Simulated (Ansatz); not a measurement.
# GeH₄ClO₃F: geometry relaxation (part 2 of 2)

Continued. System: GeH₄ClO₃F. Method: RKS B3LYP-D4/def2-SVP (Ansatz 0.2.0). The input holds or restrains some coordinates. It belongs to a series of runs on one base structure; here: pulled along the bonds that form and break, towards end B.

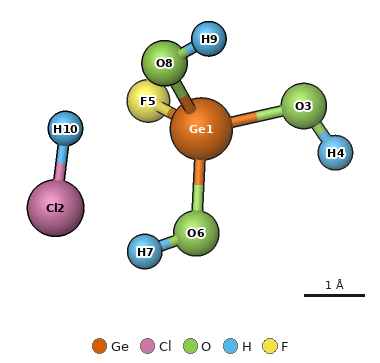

Figure 1. The geometry at step 12 of the log (ball-and-stick view, seen at a tilt; atoms are numbered from 1 in the order of the input).

**Trajectory as extended XYZ, continued**
```
10
Properties=species:S:1:pos:R:3:forces:R:3 step=5 energy=-77949.72189
Ge    0.2158    0.2750   -0.2798    0.2681  -0.0988  -0.5345
Cl   -0.0219   -0.0694    3.1117    0.3341   0.5734  -0.4282
O     1.8211   -0.2366   -0.8407    0.0098   0.0750  -0.2584
H     1.9891   -1.1817   -0.8521   -0.2919  -0.4470  -0.3115
F    -1.0308    1.3489   -0.8322   -0.0615  -0.2742  -0.5261
O    -0.6639   -1.2766   -0.4774    0.6298   0.3554   0.3723
H    -1.1982   -1.7179    0.1922   -0.0940   0.3314   0.2683
O     1.0091    1.6768    0.5070    0.6435  -0.4351   2.2579
H     1.8513    1.3816    0.9595   -0.9926   0.4031  -1.0678
H     0.4947    0.9963    2.5126   -0.4456  -0.4831   0.2280
10
Properties=species:S:1:pos:R:3:forces:R:3 step=6 energy=-77950.18809
Ge    0.2655    0.2973   -0.3053   -0.3584   0.2592  -0.4128
Cl   -0.0331   -0.1734    3.0818    0.4644   1.3582  -0.4404
O     1.8408   -0.2485   -0.8863    0.2530  -0.1470  -0.3391
H     1.9268   -1.2134   -0.9719   -0.3195   0.2541  -0.1605
F    -1.0039    1.3023   -0.9725    0.4540  -0.3291  -0.2556
O    -0.5721   -1.2620   -0.3858    0.0425  -0.2786   0.7622
H    -1.1881   -1.6003    0.2881    0.2195   0.5155  -0.1731
O     0.9566    1.6569    0.6261    0.8593  -0.6551   1.2068
H     1.8869    1.3873    0.8640   -1.0817   0.3812  -0.4419
H     0.3869    1.0504    2.6626   -0.5330  -1.3584   0.2543
10
Properties=species:S:1:pos:R:3:forces:R:3 step=7 energy=-77950.53718
Ge    0.3118    0.3039   -0.3221   -0.5609   0.0720  -0.3850
Cl   -0.0641   -0.2453    3.0452    0.3590   1.4282  -0.2137
O     1.8638   -0.2386   -0.9580    0.0546  -0.0154  -0.3418
H     1.8759   -1.1976   -1.1134   -0.1432   0.1908  -0.0766
F    -0.9321    1.2534   -1.1079    0.5302  -0.2971  -0.1087
O    -0.4999   -1.2690   -0.2383   -0.0477  -0.0432   0.7315
H    -1.1896   -1.4613    0.4246    0.3443   0.4124  -0.2771
O     0.9356    1.6219    0.7018   -0.0017  -0.4245   0.5371
H     1.8738    1.4023    0.8458   -0.1125   0.1530  -0.0094
H     0.2912    1.0269    2.7230   -0.4223  -1.4762   0.1438
10
Properties=species:S:1:pos:R:3:forces:R:3 step=8 energy=-77950.79977
Ge    0.3399    0.2984   -0.3292   -0.2756  -0.1062  -0.5397
Cl   -0.1282   -0.3001    3.0177    0.2492   1.1406   0.0670
O     1.8590   -0.2100   -1.0677   -0.1371  -0.0080  -0.1624
H     1.8408   -1.1665   -1.2306   -0.0022   0.1087  -0.0804
F    -0.8478    1.1953   -1.2416    0.3795  -0.2458   0.0695
O    -0.4281   -1.2757   -0.0679   -0.3537   0.2742   0.6461
H    -1.1857   -1.3156    0.5541    0.5735   0.1963  -0.4023
O     0.9177    1.5797    0.7561    0.0093  -0.2910   0.3527
H     1.8732    1.4223    0.8571   -0.1170   0.1239   0.0229
H     0.2255    0.9687    2.7527   -0.3259  -1.1927   0.0266
10
Properties=species:S:1:pos:R:3:forces:R:3 step=9 energy=-77950.92420
Ge    0.3847    0.2833   -0.3313   -0.0609  -0.3371  -0.5615
Cl   -0.2242   -0.3451    2.9970    0.1378   0.9740   0.3281
O     1.8496   -0.1995   -1.1952   -0.2633   0.0464   0.1118
H     1.8266   -1.1529   -1.3703    0.0212   0.0617  -0.0657
F    -0.7847    1.1400   -1.2850    0.1211  -0.0556   0.0226
O    -0.3781   -1.2567    0.0824    0.0028   0.3484   0.0174
H    -1.1351   -1.1847    0.6876    0.2446   0.0434  -0.0795
O     0.9269    1.5333    0.8005    0.1611  -0.2154   0.1817
H     1.8959    1.4545    0.8563   -0.1585   0.1179   0.0671
H     0.1046    0.9241    2.7587   -0.2059  -0.9838  -0.0221
10
Properties=species:S:1:pos:R:3:forces:R:3 step=10 energy=-77950.97074
Ge    0.4111    0.2509   -0.3208    0.2186  -0.0801  -0.6438
Cl   -0.4050   -0.2727    2.9889    0.1515   0.9766   0.4055
O     1.8257   -0.1785   -1.2878   -0.1804  -0.0795   0.1197
H     1.8001   -1.1182   -1.5329    0.0029   0.1794   0.0016
F    -0.7702    1.1280   -1.2343   -0.0028   0.0112   0.0272
O    -0.3258   -1.2835    0.1064   -0.2016   0.1401   0.1985
H    -1.0184   -1.1941    0.7866    0.2958  -0.0379  -0.1843
O     0.9780    1.4547    0.8484    0.2428  -0.1474   0.1304
H     1.9525    1.4350    0.8628   -0.2629   0.0474   0.0250
H     0.0183    0.9750    2.7836   -0.2640  -1.0097  -0.0799
10
Properties=species:S:1:pos:R:3:forces:R:3 step=11 energy=-77950.99544
Ge    0.4270    0.2405   -0.3014    0.0925   0.0975  -0.6509
Cl   -0.5945   -0.2371    2.9579    0.3301   1.1806   0.3840
O     1.8067   -0.1611   -1.3137   -0.0021  -0.1288  -0.0551
H     1.7755   -1.0864   -1.6056   -0.0042   0.1589   0.0119
F    -0.7880    1.1352   -1.1548    0.0321  -0.0174   0.0399
O    -0.2928   -1.2921    0.1347   -0.1663  -0.0070   0.2364
H    -0.9168   -1.2155    0.8803    0.2550  -0.0275  -0.2354
O     1.0484    1.4304    0.8516   -0.0110  -0.1288   0.3135
H     2.0191    1.4288    0.8286   -0.1021   0.0041   0.0072
H    -0.0183    0.9540    2.7231   -0.4240  -1.1315  -0.0515
10
Properties=species:S:1:pos:R:3:forces:R:3 step=12 energy=-77951.03188
Ge    0.4376    0.2206   -0.2907    0.1491   0.1176  -0.6069
Cl   -0.7544   -0.1291    2.9292    0.4661   1.1835   0.3357
O     1.7898   -0.1356   -1.3591   -0.0464   0.0265   0.0002
H     1.7556   -1.0445   -1.6901   -0.0157   0.0250  -0.0200
F    -0.8084    1.1328   -1.0782    0.0446  -0.0387   0.0419
O    -0.2478   -1.3304    0.1357    0.0509  -0.0204   0.0788
H    -0.8246   -1.2747    0.9130    0.0461  -0.0057  -0.0176
O     1.0936    1.3703    0.8846   -0.0512  -0.1234   0.2940
H     2.0611    1.3924    0.8194   -0.0612  -0.0064  -0.0048
H    -0.0361    0.9948    2.7369   -0.5824  -1.1580  -0.1013
10
Properties=species:S:1:pos:R:3:forces:R:3 step=13 energy=-77951.07762
Ge    0.4527    0.2134   -0.2675    0.2103   0.0369  -0.5891
Cl   -0.9231   -0.0415    2.8824    0.5523   1.0722   0.2545
O     1.7593   -0.1033   -1.4045   -0.0647   0.0554   0.0271
H     1.7224   -1.0065   -1.7484   -0.0131  -0.0126  -0.0377
F    -0.8300    1.1245   -0.9916    0.0270  -0.0230   0.0621
O    -0.1812   -1.3571    0.1728    0.1832   0.0163  -0.0665
H    -0.7453   -1.3142    0.9563   -0.0652   0.0024   0.1319
O     1.1626    1.3287    0.9103   -0.1902  -0.1334   0.3018
H     2.1231    1.3664    0.7906   -0.0046  -0.0060   0.0001
H    -0.0744    0.9861    2.7006   -0.6348  -1.0083  -0.0843
10
Properties=species:S:1:pos:R:3:forces:R:3 step=14 energy=-77951.13000
Ge    0.4686    0.1982   -0.2579    0.2416   0.0202  -0.4840
Cl   -1.0766    0.0675    2.8149    0.6038   0.8794   0.2574
O     1.7323   -0.0776   -1.4504   -0.0338   0.0084  -0.0001
H     1.6784   -0.9613   -1.8417   -0.0112   0.0308  -0.0004
F    -0.8331    1.1094   -0.9462    0.0053  -0.0520   0.0968
O    -0.1012   -1.3818    0.2278    0.0471  -0.0144  -0.0253
H    -0.6687   -1.3369    1.0122    0.0053   0.0104   0.0424
O     1.2008    1.2684    0.9460   -0.1451  -0.0651   0.2608
H     2.1546    1.3442    0.7936   -0.0287  -0.0044  -0.0031
H    -0.0889    0.9665    2.7026   -0.6844  -0.8133  -0.1447
10
Properties=species:S:1:pos:R:3:forces:R:3 step=15 energy=-77951.15764
Ge    0.4821    0.1868   -0.2524    0.1292   0.0108  -0.3455
Cl   -1.1679    0.1532    2.7614    0.6506   0.7194   0.2366
O     1.7155   -0.0565   -1.4806   -0.0155   0.0055  -0.0089
H     1.6595   -0.9333   -1.8863   -0.0087   0.0202  -0.0074
F    -0.8481    1.0913   -0.8916    0.0269  -0.0291   0.0612
O    -0.0653   -1.3985    0.2437    0.0718  -0.0331  -0.0112
H    -0.6131   -1.3565    1.0428   -0.0112   0.0253   0.0309
O     1.2275    1.2293    0.9679   -0.1119  -0.0543   0.2089
H     2.1758    1.3261    0.7947   -0.0262   0.0055   0.0085
H    -0.0996    0.9545    2.7012   -0.7051  -0.6704  -0.1730
10
Properties=species:S:1:pos:R:3:forces:R:3 step=16 energy=-77951.14059 accepted=F
Ge    0.4955    0.1800   -0.2376    0.1529   0.0091  -0.3149
Cl   -1.3095    0.2590    2.6869    1.3649   0.7286   0.1764
O     1.6910   -0.0364   -1.5081   -0.0292  -0.0183   0.0066
H     1.6307   -0.9072   -1.9262   -0.0084   0.0286  -0.0035
F    -0.8609    1.0747   -0.8315    0.0304  -0.0327   0.0445
O    -0.0100   -1.4105    0.2903    0.0505   0.0153   0.0310
H    -0.5608   -1.3570    1.0880   -0.0489   0.0052   0.0046
O     1.2686    1.2067    0.9797   -0.1453  -0.0676   0.2078
H     2.2084    1.3290    0.7782   -0.0389  -0.0054   0.0177
H    -0.0867    0.8582    2.6810   -1.3279  -0.6628  -0.1702
10
Properties=species:S:1:pos:R:3:forces:R:3 step=17 energy=-77951.16073
Ge    0.4878    0.1807   -0.2488    0.1366   0.0095  -0.2734
Cl   -1.2270    0.2123    2.7190    0.8603   0.6816   0.2428
O     1.7062   -0.0464   -1.4945   -0.0196   0.0048  -0.0033
H     1.6511   -0.9207   -1.9054   -0.0074   0.0109  -0.0142
F    -0.8576    1.0774   -0.8636    0.0138  -0.0221   0.0313
O    -0.0362   -1.4075    0.2652    0.0339  -0.0169   0.0231
H    -0.5995   -1.3559    1.0544    0.0058   0.0119  -0.0070
O     1.2389    1.2160    0.9743   -0.1165  -0.0516   0.2068
H     2.1831    1.3291    0.7918   -0.0060   0.0042   0.0018
H    -0.0807    0.9116    2.7084   -0.9010  -0.6324  -0.2079
10
Properties=species:S:1:pos:R:3:forces:R:3 step=18 energy=-77951.17734
Ge    0.5051    0.1674   -0.2373    0.1861  -0.0387  -0.1727
Cl   -1.2914    0.2785    2.6806    0.7977   0.5164   0.2072
O     1.6910   -0.0318   -1.5179   -0.0100   0.0082   0.0159
H     1.6188   -0.8892   -1.9601   -0.0098   0.0039  -0.0090
F    -0.8608    1.0550   -0.8129   -0.0297   0.0066   0.0056
O     0.0148   -1.4256    0.2992   -0.0101   0.0134   0.0052
H    -0.5767   -1.3652    1.0674    0.0083  -0.0018  -0.0092
O     1.2703    1.1807    0.9961   -0.1453  -0.0360   0.1462
H     2.2069    1.3210    0.7973    0.0122   0.0077   0.0038
H    -0.1119    0.9057    2.6884   -0.7995  -0.4798  -0.1929
```

The run was set up as follows.

**The input**
```yaml
crystal:
  periodic: [false, false, false]
  atoms:
    - { symbol: Ge, position_ang: [0.0, 0.0, 0.0] }
    - { symbol: Cl, position_ang: [0.0, 0.0, 2.57] }
    - { symbol: O, position_ang: [1.6691, 0.0, -0.5894] }
    - { symbol: H, position_ang: [1.9855, -0.9521, -0.7061] }
    - { symbol: F, position_ang: [-0.7913, 1.3709, -0.5594] }
    - { symbol: O, position_ang: [-0.8337, -1.4443, -0.5894] }
    - { symbol: H, position_ang: [-1.2883, -1.91, 0.183] }
    - { symbol: O, position_ang: [1.0856, 1.6372, 0.6527] }
    - { symbol: H, position_ang: [1.8625, 1.3234, 1.2167] }
    - { symbol: H, position_ang: [0.7768, 1.1714, 1.8227] }
basis:
  gaussian: { orbitals: def2-SVP }
hamiltonian:
  xc: b3lyp
  dispersion: d4
relax:
  f_tol: 0.15
  max_steps: 25
  restrain:
    - { distance: [0, 7], at: 1.77, k: 30.0 }
    - { distance: [9, 1], at: 1.37, k: 30.0 }
    - { distance: [0, 1], at: 3.42, k: 30.0 }
    - { distance: [9, 7], at: 2.21, k: 30.0 }
```

Run as:
```bash
ansatz run input.yaml --threads 4 --pin off --max-ram 5120MiB --backend cpu --events-out ev --progress --plain --runs-dir out
```

**Summary**

```csv
quantity,value
outcome,converged under the restraints of the input
total energy,−77951.1776 eV
mean-field energy,−77950.8027 eV
"largest force (length of the vector) at the end, held atoms and coordinates included",0.973 eV/Å
hardware,"4 threads of Arm Neoverse V1, 24 GiB of memory available, shared host"
wall time,51 s (CPU time 3.2 min)
peak memory,0.34 GiB
```
